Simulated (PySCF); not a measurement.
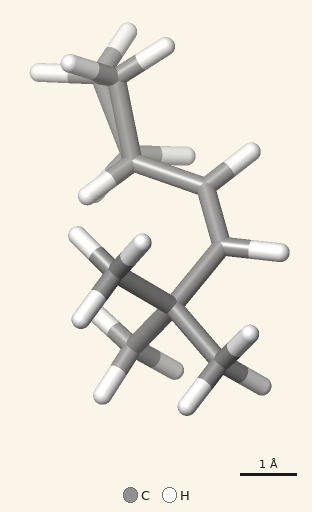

This is the input geometry for a relaxation of C10H18. A stick model, seen from a free direction.

The start comes from GFN2-xTB. Its atoms were then displaced at random by about 0.01 Å.

These are results of PBE0-D3(BJ)/def2-SVP geometry optimisation, gas phase (PySCF), not measurements.

```xyz
28

C    -1.6273    1.5784   -0.1650
C    -1.8290    0.0798   -0.2894
C    -3.2865   -0.2661    0.0920
C    -1.5639   -0.3682   -1.7387
C    -0.8921   -0.6438    0.6487
C     0.4326   -0.6634    0.6905
C     1.4444   -0.0062   -0.1879
C     2.6444    0.6640    0.5306
C     3.5986   -0.0910   -0.3628
C     2.4306   -0.9504   -0.8900
H    -0.6609    1.9122   -0.4597
H    -1.7996    1.9211    0.8664
H    -2.3992    2.1237   -0.8123
H    -3.9870    0.2465   -0.5486
H    -3.4783    0.0311    1.1245
H    -3.4362   -1.3215    0.0255
H    -1.6983   -1.4400   -1.8089
H    -0.6171   -0.0957   -2.0853
H    -2.3373    0.0827   -2.3869
H    -1.4293   -1.2043    1.4251
H     0.8821   -1.2695    1.4595
H     0.9757    0.6604   -0.9007
H     2.6731    1.7564    0.4604
H     2.6991    0.3593    1.5726
H     4.4142   -0.6530    0.1224
H     4.0283    0.5518   -1.1507
H     2.4178   -1.9725   -0.4715
H     2.3368   -1.0023   -1.9700
```

Q: What does the optimiser find from here?

A: The atom that moves furthest after the best rigid fit is H25 (0.54 Å). By element the largest moves are H 0.54 Å, C 0.23 Å. Some distances before and after: C4–H18 1.044 → 1.099 Å, C1–H13 1.146 → 1.102 Å, C1–H11 1.064 → 1.099 Å, C3–H16 1.068 → 1.101 Å. Among the angles between lasting bonds that change: C10–C9–H25 115.2° → 118.2°, H17–C4–H18 110.4° → 107.6°, C8–C7–H22 112.0° → 109.2°. After 14 geometry steps the energy has fallen by 26.3 kJ/mol.

History of the run:

```json
{"step": "0", "E − E(0), kJ/mol": "0.00"}
{"step": "1", "E − E(0), kJ/mol": "-20.87"}
{"step": "2", "E − E(0), kJ/mol": "-22.82"}
{"step": "3", "E − E(0), kJ/mol": "-19.84"}
{"step": "4", "E − E(0), kJ/mol": "-23.00"}
{"step": "5", "E − E(0), kJ/mol": "-23.39"}
{"step": "6", "E − E(0), kJ/mol": "-23.79"}
{"step": "7", "E − E(0), kJ/mol": "-24.40"}
{"step": "8", "E − E(0), kJ/mol": "-25.25"}
{"step": "9", "E − E(0), kJ/mol": "-25.74"}
{"step": "10", "E − E(0), kJ/mol": "-25.96"}
{"step": "11", "E − E(0), kJ/mol": "-26.08"}
{"step": "12", "E − E(0), kJ/mol": "-26.19"}
{"step": "13", "E − E(0), kJ/mol": "-26.24"}
{"step": "14", "E − E(0), kJ/mol": "-26.25"}
```

Final geometry:

```xyz
28

C    -1.5662    1.5955   -0.1692
C    -1.8228    0.0871   -0.2960
C    -3.2872   -0.1841    0.0668
C    -1.5899   -0.3720   -1.7427
C    -0.9413   -0.6956    0.6670
C     0.3952   -0.7709    0.7290
C     1.4278   -0.1185   -0.1225
C     2.5962    0.6271    0.5695
C     3.5437    0.0777   -0.5109
C     2.4959   -1.0096   -0.8074
H    -0.5377    1.8654   -0.4477
H    -1.7290    1.9335    0.8656
H    -2.2522    2.1586   -0.8230
H    -3.9665    0.3573   -0.6100
H    -3.5065    0.1397    1.0965
H    -3.5210   -1.2580   -0.0069
H    -1.7880   -1.4498   -1.8462
H    -0.5565   -0.1919   -2.0708
H    -2.2620    0.1663   -2.4307
H    -1.4880   -1.2821    1.4154
H     0.8139   -1.4094    1.5194
H     0.9725    0.5403   -0.8744
H     2.5055    1.7172    0.6925
H     2.8077    0.1834    1.5558
H     4.5510   -0.2413   -0.2044
H     3.6455    0.7790   -1.3538
H     2.6777   -1.9223   -0.2175
H     2.3180   -1.3029   -1.8534
```

The end point in the same view:

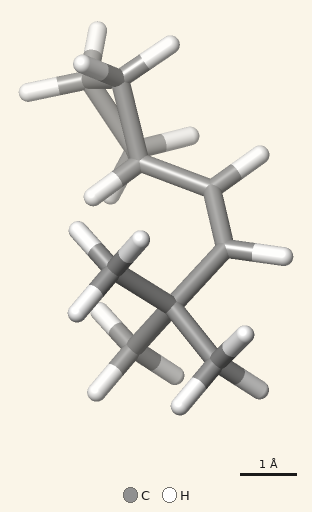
